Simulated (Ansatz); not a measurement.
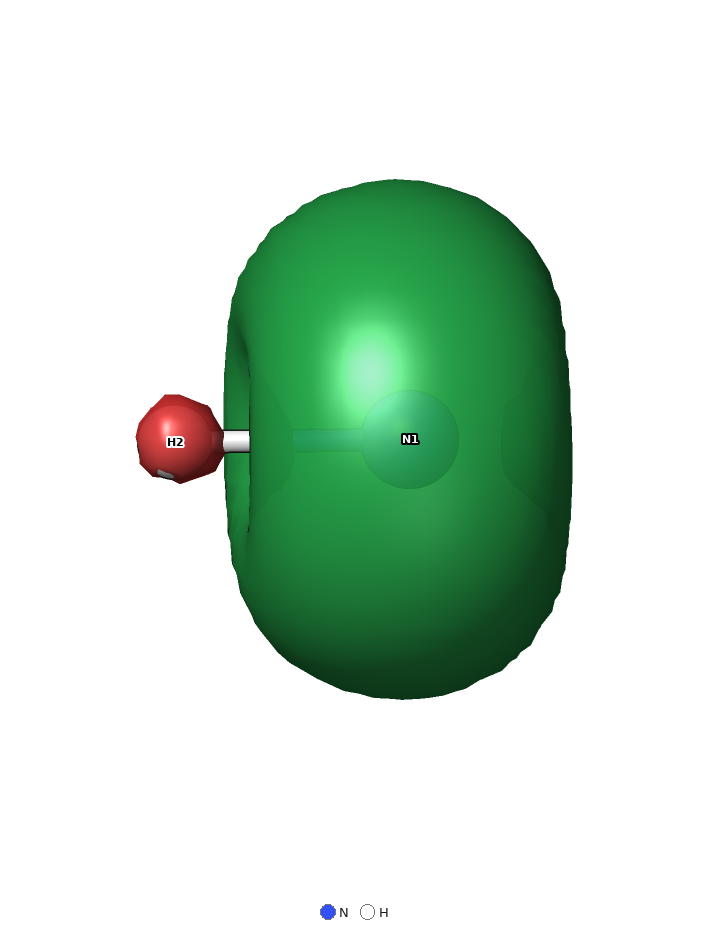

The picture shows: NH (SMILES [NH]) (triplet). Isosurfaces of the spin density (α minus β) at +0.08 (green) and −0.08 e/Å³ (red), seen from one side.

Geometry: PBE0-D4/def2-TZVP.

Level of theory: UKS PBE0-D4/def2-TZVPP (Ansatz 0.2.0).

```yaml
atoms:
  - { symbol: N, position_ang: [0.0000, 0.0000, -0.0017] }
  - { symbol: H, position_ang: [0.0000, 0.0000, 1.0379] }
```

Question: Which atoms carry the spin?

Answer: The unpaired spin (2 electrons) lies mostly on N1 (about 1.9) and H2 (about 0.1), in electrons by Hirshfeld's partition.
